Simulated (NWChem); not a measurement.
**One shape, several levels: triplet CsCl**

Aim: a comparison of 3 runs (UHF/def2-TZVPP, UMP2/def2-TZVPP, UCCSD/def2-TZVPP) of triplet CsCl. 

The calculation is run with NWChem 7.3.0.

## 1. The molecule

CsCl: 2 atoms, total charge 0, spin state triplet. As SMILES of the parent species, `[Cl][Cs]`. The bond length is the one measured for the parent species. That shape belongs to the parent species and isn't relaxed for this state.

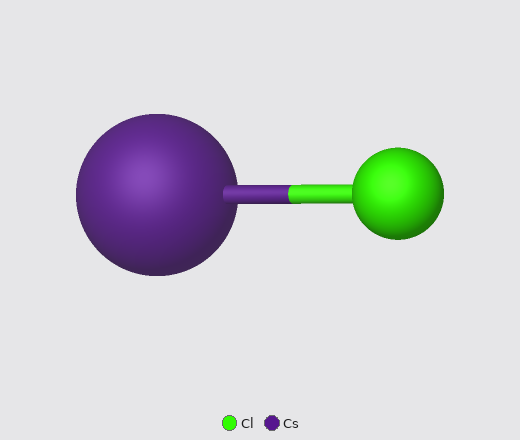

The structure, seen from a chosen angle (chlorine green, caesium purple).

## 2. The energy at UHF/def2-TZVPP (core potential) (run 1)

run.py

```python
from ase import Atoms
from ase.calculators.nwchem import NWChem

atoms = Atoms(['Cl', 'Cs'], positions=[
    [0.000000, 0.000000, 0.000000],
    [0.000000, 0.000000, 2.906272],
])

calc = NWChem(
    label='struct',
    theory='scf',
    memory='2200 mb',
    basis='def2-TZVPP',
    basispar='spherical bse',
    scf={'nopen': '2', 'uhf': None, 'thresh': '1e-08', 'maxiter': '80'},
    task='energy',
    **{'ecp bse': {'Cs library': 'def2-TZVPP'}},
)
atoms.calc = calc

print(f"energy = {atoms.get_potential_energy():.6f} eV")
```

Started as:

```console
$ export ASE_NWCHEM_COMMAND="nwchem PREFIX.nwi > PREFIX.nwo"
$ python run.py
```

Standard output:

```text
energy = -13042.566540 eV
```

The calculator wrote struct.nwi:

```
title "struct"

permanent_dir struct

scratch_dir struct

start struct

geometry units angstrom nocenter noautosym noautoz
  Cl 0.0000000000000000e+00 0.0000000000000000e+00 0.0000000000000000e+00
  Cs 0.0000000000000000e+00 0.0000000000000000e+00 2.9062720000000000e+00
end

memory 2200 mb

basis spherical bse noprint
   * library def2-TZVPP
end

scf
  nopen 2
  uhf
  thresh 1e-08
  maxiter 80
end
ecp bse
  Cs library def2-TZVPP
end

task scf energy
```

struct.nwo:

```text
Northwest Computational Chemistry Package (NWChem) 7.3.0
             --------------------------------------------------------

           Job information
           ---------------

    nwchem branch   = 7.3.0
    use scalapack   = T
    input           = struct.nwi
    prefix          = struct.
    data base       = struct/struct.db
    status          = startup
    nproc           =        1

           Memory information
           ------------------

    heap     =     72089600 doubles =      550.0 Mbytes
    stack    =     72089597 doubles =      550.0 Mbytes
    global   =    144179200 doubles =     1100.0 Mbytes (distinct from heap & stack)
    total    =    288358397 doubles =     2200.0 Mbytes
    verify   = yes
    hardfail = no

[... 33 lines left out ...]
            Nuclear Dipole moment (a.u.)
[... 61 lines left out ...]
 1-e energy   =    -723.048402
[... 7 lines left out ...]
         Quadratically convergent UHF
[... 14 lines left out ...]
       Final UHF  results
[... 3 lines left out ...]
      One electron energy =   -722.589793497251
[... 1 line left out ...]
 Nuclear repulsion energy =     27.858410739585
[... 36 lines left out ...]
          Final beta eigenvalues
[... 318 lines left out ...]
                     UHF Final Beta Molecular Orbital Analysis
[... 306 lines left out ...]
   Mulliken analysis of the spin density
   -------------------------------------

    Atom       Charge   Shell Charges
 -----------   ------   -------------------------------------------------------
    1 Cl  17     0.98   0.00  0.00 -0.00  0.02 -0.01  0.03 -0.02  0.18  0.59  0.19 -0.00  0.00 -0.00  0.00
    2 Cs   9     1.02  -0.01  0.04 -0.04  0.63  0.34 -0.00  0.02  0.03  0.01  0.01  0.00  0.00

       Multipole analysis of the density wrt the origin
       ------------------------------------------------

     L   x y z        total         alpha         beta         nuclear
     -   - - -        -----         -----         ----         -------
     0   0 0 0      0.000000    -14.000000    -12.000000     26.000000

     1   1 0 0     -0.000000     -0.000000      0.000000      0.000000
[... 8 lines of this table left out ...]
     2   0 0 2    -43.657934   -186.775939   -128.346277    271.464283

 Task  times  cpu:       12.6s     wall:       12.6s
 Total times  cpu:       12.6s     wall:       12.6s
```

Run time: 14 s. Hardware: 1 thread of Intel Xeon Platinum 8259CL at 2.50GHz (Skylake/Cascade Lake), shared host; peak memory 0.1 GiB.

## 3. A single-point energy at UMP2/def2-TZVPP (core potential) (run 2)

mymol.nw

```
start mymol
title "ClCs energy"
memory total 2200 mb

geometry noautosym nocenter noautoz
Cl    0.000000    0.000000    0.000000
Cs    0.000000    0.000000    2.906272
end

basis spherical bse
Cl library def2-TZVPP
Cs library def2-TZVPP
end

ecp bse
Cs library def2-TZVPP
end

scf
triplet
uhf
thresh 1e-08
maxiter 80
end

mp2
freeze core 5
tight
end

task mp2 energy
```

Started as:

```console
$ nwchem mymol.nw > mymol.out
```

Standard output:

```text
[...]
  functions       =    78
[...]
  wavefunction    = UHF
[...]
         Total SCF energy =   -479.305483668558
      One electron energy =   -722.589793498555
      Two electron energy =    215.425899090413
 Nuclear repulsion energy =     27.858410739585
                       Sz =      1.0000
                 Sz(Sz+1) =      2.0000
                      S^2 =      2.0106
[...]
          Total MP2 energy          -479.612301853311
[...]
```

Wall time 17 s (1 thread of Intel Xeon Platinum 8259CL at 2.50GHz (Skylake/Cascade Lake), shared host); peak memory 0.17 GiB.

## 4. The energy at UCCSD/def2-TZVPP (core potential) (run 3)

Edit run.py of step 2 so:

```diff
@@ -9,5 +9,5 @@
 calc = NWChem(
-    label='struct',
-    theory='scf',
-    memory='2200 mb',
+    label='sp',
+    theory='tce',
+    memory='stack 330 mb heap 110 mb global 1760 mb',
     basis='def2-TZVPP',
@@ -15,2 +15,3 @@
     scf={'nopen': '2', 'uhf': None, 'thresh': '1e-08', 'maxiter': '80'},
+    tce={'scf': None, 'ccsd': None, 'freeze': 'core 5', 'maxiter': '60'},
     task='energy',
```

Started as:

```console
$ export ASE_NWCHEM_COMMAND="nwchem PREFIX.nwi > PREFIX.nwo"
$ python run.py
```

Standard output:

```text
energy = -13051.869946 eV
```

The calculator wrote sp.nwi:

```
title "sp"

permanent_dir sp

scratch_dir sp

start sp

geometry units angstrom nocenter noautosym noautoz
  Cl 0.0000000000000000e+00 0.0000000000000000e+00 0.0000000000000000e+00
  Cs 0.0000000000000000e+00 0.0000000000000000e+00 2.9062720000000000e+00
end

memory stack 330 mb heap 110 mb global 1760 mb

basis spherical bse noprint
   * library def2-TZVPP
end

scf
  nopen 2
  uhf
  thresh 1e-08
  maxiter 80
end
tce
  scf
  ccsd
  freeze core 5
  maxiter 60
end
ecp bse
  Cs library def2-TZVPP
end

task tce energy
```

sp.nwo:

```text
Northwest Computational Chemistry Package (NWChem) 7.3.0
             --------------------------------------------------------

           Job information
           ---------------

    nwchem branch   = 7.3.0
    use scalapack   = T
    input           = sp.nwi
    prefix          = sp.
    data base       = sp/sp.db
    status          = startup
    nproc           =        1

           Memory information
           ------------------

    heap     =     14417918 doubles =      110.0 Mbytes
    stack    =     43253755 doubles =      330.0 Mbytes
    global   =    230686720 doubles =     1760.0 Mbytes (distinct from heap & stack)
    total    =    288358393 doubles =     2200.0 Mbytes
    verify   = yes
    hardfail = no

[... 33 lines left out ...]
            Nuclear Dipole moment (a.u.)
[... 61 lines left out ...]
 1-e energy   =    -723.048402
[... 7 lines left out ...]
         Quadratically convergent UHF
[... 14 lines left out ...]
       Final UHF  results
[... 3 lines left out ...]
      One electron energy =   -722.589793497251
[... 1 line left out ...]
 Nuclear repulsion energy =     27.858410739585
[... 36 lines left out ...]
          Final beta eigenvalues
[... 318 lines left out ...]
                     UHF Final Beta Molecular Orbital Analysis
[... 479 lines left out ...]
 CCSD total energy / hartree       =      -479.647377550398232
[... 1 line left out ...]
 Singles contributions

 Doubles contributions

 Task  times  cpu:       50.9s     wall:       50.9s
 Total times  cpu:       51.0s     wall:       51.0s
```

Run time: 53 s. Hardware: 1 thread of Intel Xeon Platinum 8259CL at 2.50GHz (Skylake/Cascade Lake), shared host; peak memory 1.1 GiB.

## 5. The series

```tsv
run	level	module	frozen core orbitals	energy (Eh)	HOMO energy (eV)	LUMO energy (eV)	⟨S²⟩	wall time
1	UHF/def2-TZVPP (core potential)	scf	–	-479.305484	-3.34	-2.26	2.011	14 s
2	UMP2/def2-TZVPP (core potential)	mp2	5	-479.612302	-3.34	-2.26	2.011	17 s
3	UCCSD/def2-TZVPP (core potential)	tce	5	-479.647378	-3.34	-2.26	2.011	53 s
```

## 6. What came out

```
                                                         quantity          value
                                              run 3: total energy  -479.64738 Eh
run 3: HOMO energy (Hartree–Fock orbitals) (highest over α and β)       -3.34 eV
 run 3: LUMO energy (Hartree–Fock orbitals) (lowest over α and β)       -2.26 eV
               run 3: correlation energy (5 core orbitals frozen)     -341.9 mEh
                         run 3: ⟨S²⟩ of the reference determinant          2.011
```

What this shows: Below the UHF energy at the same shape and in the same basis (def2-TZVPP): UMP2 -306.8 mEh; UCCSD -341.9 mEh. All runs together took 83 s, the longest 53 s.
